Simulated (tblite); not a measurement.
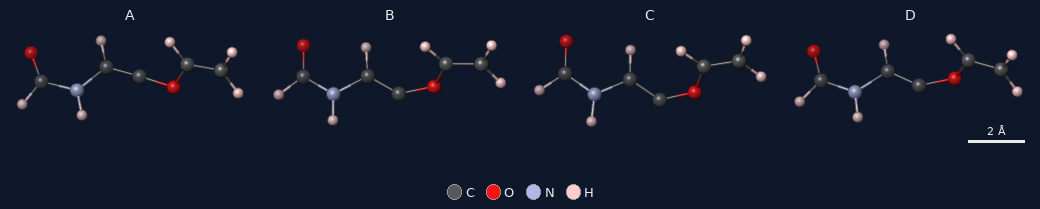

4 geometries from one relaxation of C5H6NO2 (multiplicity 2), in shuffled order. Style: ball-and-stick. Shown from a free direction.

Theory: GFN2-xTB geometry optimisation, gas phase in tblite 0.8.0. 

**Put them in the order of the run, from the start to the converged end.**

A, D, B, C. They are steps 0, 24, 40, 102, at +51.3 kJ/mol, +13.6 kJ/mol, +4.18 kJ/mol relative to the last. A C atom moves most after the best rigid fit: 0.86 Å. Largest moves by element: C 0.86 Å, O 0.73 Å, H 0.72 Å, N 0.17 Å. Near-neighbour distances that change, for instance: C–O 1.347 → 1.313 Å, C–N 1.366 → 1.396 Å, C–C 1.292 → 1.319 Å, C–C 1.352 → 1.329 Å. Among the angles between lasting bonds that change: O–C–C 178.0° → 133.8°, C–O–C 111.1° → 121.1°, N–C–H 117.6° → 111.6°. After 102 geometry steps the energy has fallen by 51.3 kJ/mol. Cost: 0.41 s on 1 thread of Arm Neoverse V2, with other jobs on the host.
